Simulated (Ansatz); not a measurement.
System: GaH5OSi (SMILES O[SiH2][GaH2]).

The calculation's input:

```
crystal:
  periodic: [false, false, false]
  atoms:
    - {symbol: O, position_ang: [-1.428004, 0.012375, -1.041690]}
    - {symbol: Si, position_ang: [-0.235870, 0.746314, -0.146121]}
    - {symbol: Ga, position_ang: [1.048152, -1.115506, 0.725538]}
    - {symbol: H, position_ang: [-2.061796, 0.579848, -1.483323]}
    - {symbol: H, position_ang: [0.569752, 1.672124, -0.999831]}
    - {symbol: H, position_ang: [-0.832882, 1.604558, 0.922518]}
    - {symbol: H, position_ang: [2.264654, -1.711218, -0.075712]}
    - {symbol: H, position_ang: [0.676004, -1.788496, 2.098620]}
basis:
  gaussian: {orbitals: def2-TZVPP}
hamiltonian: {xc: pbe0, dispersion: d4}
output: {orbitals: {seedname: orbitals}}
```

Command:

```sh
ansatz run in.yaml --threads 2 --pin off --events-out ev --progress --plain --max-ram 4352MiB
```

Geometry: PBE0-D4/def2-TZVP.

The calculation used RKS PBE0-D4/def2-TZVPP (Ansatz).

> What will maps of the electron density and electron localisation function show?

Si–O (1.66 Å): ρ at the midpoint is about 1.1 e/Å³; the ELF peaks at about 0.85 between the atoms: a polar covalent bond.
Ga–Si (2.42 Å): the density is about 0.55 e/Å³ at the midpoint; the ELF peaks at about 0.95 between the atoms; localised, covalent bonding.
O–H (0.96 Å): ρ is about 3.8 e/Å³ halfway; the ELF climbs to about 1 towards the hydrogen, as it does in any bond to H; an ordinary covalent bond to hydrogen.

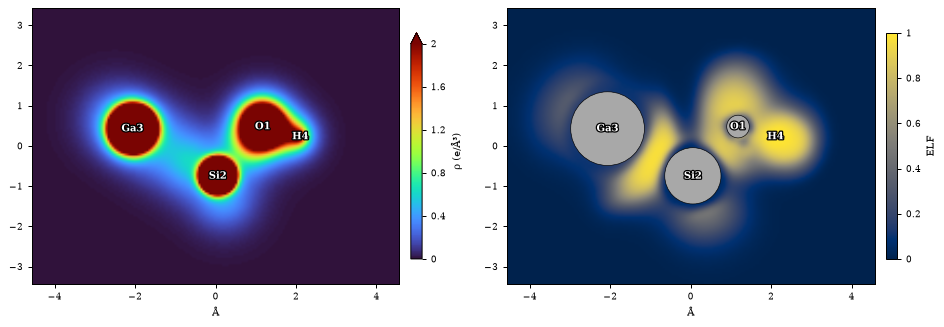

Computed electron density and electron localisation function on the plane of atoms Si2, O1 and H4, in this order. Grey discs cover the atomic cores in the ELF map. 
